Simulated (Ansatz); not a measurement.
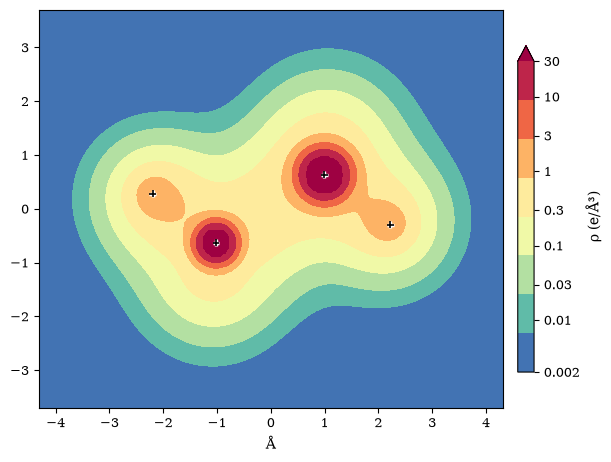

The electron density on a plane through atoms (crosses mark nuclei in the plane).

The calculation used RKS PBE0-D4/def2-TZVP in Ansatz.

Candidates:
A. GeH6Si
B. S2Si2
C. C2H8GeO

Question: Which candidate gave the map?

Answer: Candidate A: GeH6Si on the plane of atoms Ge2, Si1 and H7, which holds Si, Ge and H. Si–Ge (2.38 Å): the density is about 0.61 e/Å³ at the midpoint. Si–H (1.49 Å): ρ is about 0.8 e/Å³ halfway.
